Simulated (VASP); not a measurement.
Band structure of Nb (bcc). These are PBE GGA, VASP's PBE PAW potentials (set 64) (plane waves; VASP) values and carry that method's errors.

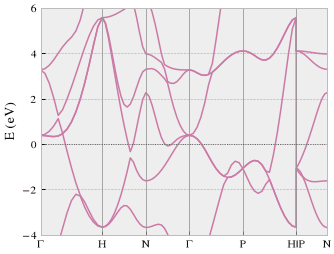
*Bands along high-symmetry lines, zero at the valence-band maximum or, without a gap, the Fermi level*

**Question.** Read the plot: is there a gap, and where are the band edges?

**Answer.** It has no gap at this level: it comes out as a metal or semimetal. (Edges off the drawn lines would not show.)

The compound is Nb in the bcc structure. It was relaxed first.
